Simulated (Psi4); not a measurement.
## Energy and gradient calculation of InHF₂ (charge +1)

InHF₂, charge +1, multiplicity 2, computed with HF/3-21G, UHF (Psi4 1.11).

The geometry is that of the parent species in another charge or spin state. The geometry comes from this level: PBE0-D4/def2-TZVP.

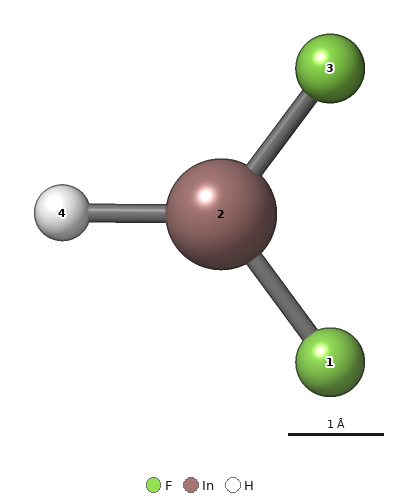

The structure as given in the input (ball-and-stick view, seen on its broad side; atoms are numbered from 1 in the order of the input). Sticks mark near contacts. Bond lengths as drawn: F–In 1.93 Å and H–In 1.68 Å.

Input file (job.in):
```
memory 2200 MB

molecule {
  1 2
  F
  In 1 1.934534
  F 2 1.934562 1 106.8052
  H 2 1.681323 1 126.59953 3 179.99452
  symmetry c1
  no_reorient
  no_com
}

set basis 3-21G
set reference uhf
set puream true
set e_convergence 1e-09
set d_convergence 1e-08
set scf_type pk
set maxiter 100

energy_value, wavefunction = gradient('hf', return_wfn=True)
```

Launch command:
```bash
psi4 -i job.in -o job.out -n 1
```

The program's output:
```
Psi4 1.11 release

gradient() will perform analytic gradient computation.

   => Loading Basis Set <=

    Name: 3-21G
    Role: ORBITAL
    Keyword: BASIS

         ---------------------------------------------------------
                                   SCF
                              UHF Reference
                        1 Threads,   2098 MiB Core
         ---------------------------------------------------------

  ==> Geometry <==

    Molecular point group: c1
    Full point group: C1

    Geometry (in Angstrom), charge = 1, multiplicity = 2:

       Center              X                  Y                   Z               Mass
    ------------   -----------------  -----------------  -----------------  -----------------
         F           -0.000000845378     0.219764306325    -1.771342061040    18.998403162730
         IN          -0.000000845378     0.219764306325     0.163191938960   114.903878776000
         F           -0.000000845378    -1.632178860995     0.722509949454    18.998403162730
         H            0.000128255306     1.569568009063     1.165627461942     1.007825032230

  Running in c1 symmetry.

  Rotational constants: A =      0.40270  B =      0.18392  C =      0.12626 [cm^-1]
  Rotational constants: A =  12072.69149  B =   5513.76406  C =   3785.07041 [MHz]
  Nuclear repulsion =  273.430719896774292

  Charge       = 1
  Multiplicity = 2
  Electrons    = 67
  Nalpha       = 34
  Nbeta        = 33

  ==> Algorithm <==

  SCF Algorithm Type is PK.
  DIIS enabled.
  MOM disabled.
  Fractional occupation disabled.
  Guess Type is SAD.
  Energy threshold   = 1.00e-09
  Density threshold  = 1.00e-08
  Integral threshold = 1.00e-12

  ==> Primary Basis <==

  Basis Set: 3-21G
    Blend: 3-21G
    Number of shells: 25
    Number of basis functions: 51
    Number of Cartesian functions: 53
    Spherical Harmonics?: true
    Max angular momentum: 2

  ==> Integral Setup <==

  Using in-core PK algorithm.
   Calculation information:
      Number of atoms:                   4
      Number of AO shells:              25
      Number of primitives:             54
      Number of atomic orbitals:        53
      Number of basis functions:        51

      Integral cutoff                 1.00e-12
      Number of threads:                 1

  Performing in-core PK
  Using 1759602 doubles for integral storage.
  We computed 41472 shell quartets total.
  Whereas there are 52975 unique shell quartets.

  ==> DiskJK: Disk-Based J/K Matrices <==

    J tasked:                  Yes
    K tasked:                  Yes
    wK tasked:                  No
    Memory [MiB]:             1573
    Schwarz Cutoff:          1E-12

  Minimum eigenvalue in the overlap matrix is 1.1664831872E-01.
  Reciprocal condition number of the overlap matrix is 4.0182868857E-02.
    Using symmetric orthogonalization.

  ==> Pre-Iterations <==

  SCF Guess: Superposition of Atomic Densities via on-the-fly atomic UHF (no occupation information).

   -------------------------
    Irrep   Nso     Nmo
   -------------------------
     A         51      51
   -------------------------
    Total      51      51
   -------------------------

  ==> Iterations <==

                        Total Energy        Delta E     RMS |[F,P]|

   @UHF iter SAD: -5908.94261347926113   -5.90894e+03   0.00000e+00
   @UHF iter   1: -5912.56382607925843   -3.62121e+00   1.01516e-02 ADIIS/DIIS
   @UHF iter   2: -5912.71654307381505   -1.52717e-01   2.48587e-03 ADIIS/DIIS
   @UHF iter   3: -5912.72671075891867   -1.01677e-02   1.54673e-03 ADIIS/DIIS
   @UHF iter   4: -5912.73048135593854   -3.77060e-03   6.02878e-04 ADIIS/DIIS
   @UHF iter   5: -5912.73351019676738   -3.02884e-03   2.69983e-04 ADIIS/DIIS
   @UHF iter   6: -5912.73427838281350   -7.68186e-04   1.30951e-04 ADIIS/DIIS
   @UHF iter   7: -5912.73451940868745   -2.41026e-04   1.05329e-04 ADIIS/DIIS
   @UHF iter   8: -5912.73478100892044   -2.61600e-04   7.39666e-05 DIIS
   @UHF iter   9: -5912.73498107748219   -2.00069e-04   5.55371e-05 DIIS
   @UHF iter  10: -5912.73503935147346   -5.82740e-05   4.13651e-05 DIIS
   @UHF iter  11: -5912.73508208735529   -4.27359e-05   3.41466e-05 DIIS
   @UHF iter  12: -5912.73510754247764   -2.54551e-05   3.54484e-05 DIIS
   @UHF iter  13: -5912.73510028882629    7.25365e-06   2.87521e-05 DIIS
   @UHF iter  14: -5912.73510164386789   -1.35504e-06   7.93977e-06 DIIS
   @UHF iter  15: -5912.73510246727164   -8.23404e-07   2.30624e-06 DIIS
   @UHF iter  16: -5912.73510252831784   -6.10462e-08   5.68192e-07 DIIS
   @UHF iter  17: -5912.73510253059248   -2.27465e-09   3.73632e-07 DIIS
   @UHF iter  18: -5912.73510253273525   -2.14277e-09   3.25486e-07 DIIS
   @UHF iter  19: -5912.73510253720269   -4.46744e-09   2.26283e-07 DIIS
   @UHF iter  20: -5912.73510254006487   -2.86218e-09   1.14623e-07 DIIS
   @UHF iter  21: -5912.73510254060511   -5.40240e-10   5.81844e-08 DIIS
   @UHF iter  22: -5912.73510254066605   -6.09361e-11   2.10371e-08 DIIS
   @UHF iter  23: -5912.73510254067332   -7.27596e-12   1.14035e-08 DIIS
   @UHF iter  24: -5912.73510254067514   -1.81899e-12   3.17125e-09 DIIS
  Energy and wave function converged.

  ==> Post-Iterations <==

   @Spin Contamination Metric:   1.410976344E-01
   @S^2 Expected:                7.500000000E-01
   @S^2 Observed:                8.910976344E-01
   @S   Expected:                5.000000000E-01
   @S   Observed:                5.000000000E-01

    Orbital Energies [Eh]
    ---------------------

    Alpha Occupied:

       1A   -992.040982     2A   -149.009523     3A   -138.441525
       4A   -138.440909     5A   -138.440278     6A    -29.890288
       7A    -26.387561     8A    -26.387364     9A    -25.432618
      10A    -25.430121    11A    -25.427630    12A    -17.834076
      13A    -17.833134    14A    -17.831907    15A    -17.830532
      16A    -17.830063    17A     -5.331957    18A     -3.805482
      19A     -3.802686    20A     -3.796772    21A     -1.781482
      22A     -1.781066    23A     -1.439929    24A     -1.429835
      25A     -1.423780    26A     -1.421811    27A     -1.419460
      28A     -0.925265    29A     -0.887073    30A     -0.870264
      31A     -0.853632    32A     -0.848600    33A     -0.842381
      34A     -0.829811

    Alpha Virtual:

      35A     -0.175193    36A     -0.168928    37A     -0.075713
      38A     -0.023221    39A      0.048533    40A      0.092636
      41A      0.183344    42A      0.187236    43A      0.930618
      44A      1.988386    45A      1.999850    46A      2.039077
      47A      2.039838    48A      2.158460    49A      2.222623
      50A      3.275353    51A      3.384404

    Beta Occupied:

       1A   -992.041714     2A   -149.009971     3A   -138.441721
       4A   -138.440602     5A   -138.440410     6A    -29.891710
       7A    -26.369209     8A    -26.369017     9A    -25.433420
      10A    -25.429387    11A    -25.429171    12A    -17.834107
      13A    -17.832982    14A    -17.832622    15A    -17.830558
      16A    -17.828868    17A     -5.334517    18A     -3.804394
      19A     -3.801290    20A     -3.799064    21A     -1.717419
      22A     -1.716540    23A     -1.431717    24A     -1.430987
      25A     -1.427205    26A     -1.417840    27A     -1.416006
      28A     -0.863004    29A     -0.832902    30A     -0.819452
      31A     -0.811083    32A     -0.732983    33A     -0.655384

    Beta Virtual:

      34A     -0.398228    35A     -0.180711    36A     -0.121544
      37A     -0.068577    38A     -0.011811    39A      0.070088
      40A      0.084059    41A      0.191439    42A      0.193842
      43A      1.042765    44A      2.000345    45A      2.032550
      46A      2.051171    47A      2.099089    48A      2.225039
      49A      2.263930    50A      3.301556    51A      3.408871

    Final Occupation by Irrep:
              A
    DOCC [    33 ]
    SOCC [     1 ]
    NA   [    34 ]
    NB   [    33 ]

  @UHF Final Energy: -5912.73510254067514

   => Energetics <=

    Nuclear Repulsion Energy =            273.4307198967742920
    One-Electron Energy =               -8697.8845919263349060
    Two-Electron Energy =                2511.7187694888862097
    Total Energy =                      -5912.7351025406742338

  UHF NO Occupations:
  HONO-2 :   32  A 1.9786178
  HONO-1 :   33  A 1.9498051
  HONO-0 :   34  A 1.0000000
  LUNO+0 :   35  A 0.0501949
  LUNO+1 :   36  A 0.0213822
  LUNO+2 :   37  A 0.0002185
  LUNO+3 :   38  A 0.0001249

Computation Completed

Properties will be evaluated at   0.000000,   0.000000,   0.000000 [a0]

Properties computed using the SCF density matrix

 Multipole Moments:

 ------------------------------------------------------------------------------------
     Multipole            Electronic (a.u.)      Nuclear  (a.u.)        Total (a.u.)
 ------------------------------------------------------------------------------------

 L = 1.  Multiply by 2.5417464519 to convert [e a0] to [Debye]
 Dipole X            :         -0.0001485            0.0001353           -0.0000132
 Dipole Y            :          2.2926333           -0.7062133            1.5864201
 Dipole Z            :          1.7022244           -0.5243169            1.1779075
 Magnitude           :                                                    1.9759035

 ------------------------------------------------------------------------------------

	total time  =          2 seconds =       0.03 minutes

         ------------------------------------------------------------
                                   SCF GRAD
         ------------------------------------------------------------

  ==> Geometry <==

    Molecular point group: c1
    Full point group: C1

    Geometry (in Angstrom), charge = 1, multiplicity = 2:

       Center              X                  Y                   Z               Mass
    ------------   -----------------  -----------------  -----------------  -----------------
         F           -0.000000845378     0.219764306325    -1.771342061040    18.998403162730
         IN          -0.000000845378     0.219764306325     0.163191938960   114.903878776000
         F           -0.000000845378    -1.632178860995     0.722509949454    18.998403162730
         H            0.000128255306     1.569568009063     1.165627461942     1.007825032230

  Nuclear repulsion =  273.430719896774292

  ==> Basis Set <==

  Basis Set: 3-21G
    Blend: 3-21G
    Number of shells: 25
    Number of basis functions: 51
    Number of Cartesian functions: 53
    Spherical Harmonics?: true
    Max angular momentum: 2

  ==> DirectJKGrad: Integral-Direct SCF Gradients <==

    Gradient:                    1
    J tasked:                  Yes
    K tasked:                  Yes
    wK tasked:                  No
    Integrals threads:           1
    Schwarz Cutoff:          1E-12

  -Total Gradient:
     Atom            X                  Y                   Z
    ------   -----------------  -----------------  -----------------
       1        0.000000278185    -0.009082011701    -0.009911207327
       2        0.000002562728     0.057723344072     0.042844807671
       3        0.000000278276    -0.012132437999    -0.005821714654
       4       -0.000003119189    -0.036508894520    -0.027111885636

	total time  =          0 seconds =       0.00 minutes

    Psi4 run time: 0:00:02.10
```

Results in brief:

| quantity | value |
| --- | --- |
| outcome | converged |
| total energy | −5912.735103 hartree |
| basis functions | 51 |
| largest force | 3.697 eV/Å |
| ⟨S²⟩ | 0.891 |
| hardware | 1 thread of Intel Xeon @ 2.50GHz (Skylake/Cascade Lake), 32 GiB of memory available, shared host |
| wall time | 3.6 s |
| peak memory | 0.2 GiB |

Remarks:

Further notes kept with the run: spin contaminated. ⟨S²⟩ is 0.89 against 0.75 for a pure state: the solution is spin-contaminated.
